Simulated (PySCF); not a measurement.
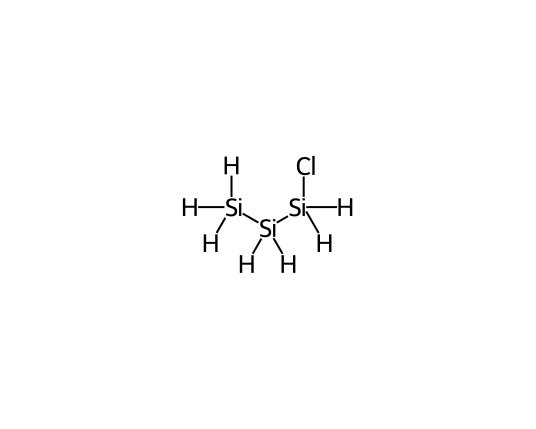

The drawing above gives the connectivity. Computed geometry: PBE0-D3(BJ)/def2-SVP optimisation. No frequency run is at hand to confirm it as a minimum.

What does the molecule look like in three dimensions?

It has 11 atoms: 1 chlorine, 7 hydrogen and 3 silicon (ClH7Si3). SMILES: `[SiH3][SiH2][SiH2]Cl`. It has no ring. Among its groups: Si–H bond. The point group is C1. Coordination: 3 Si tetrahedral.

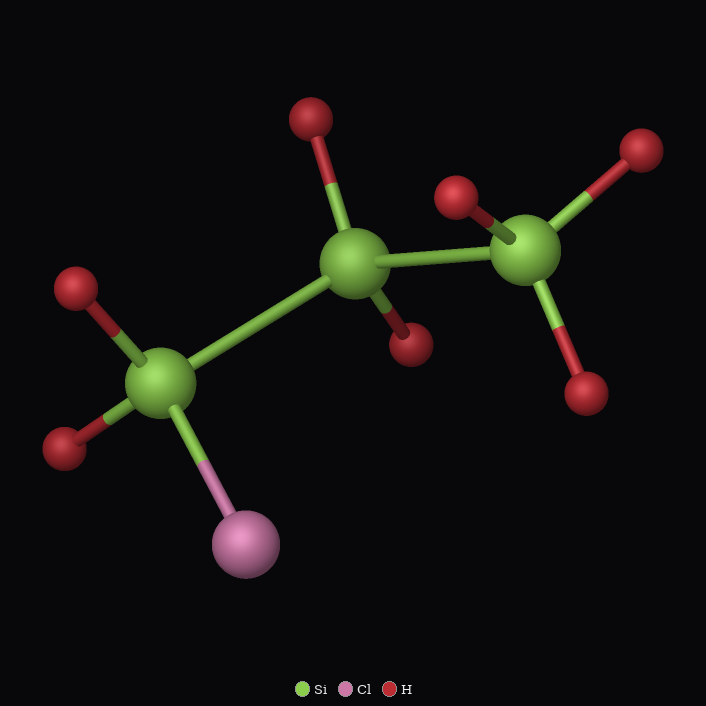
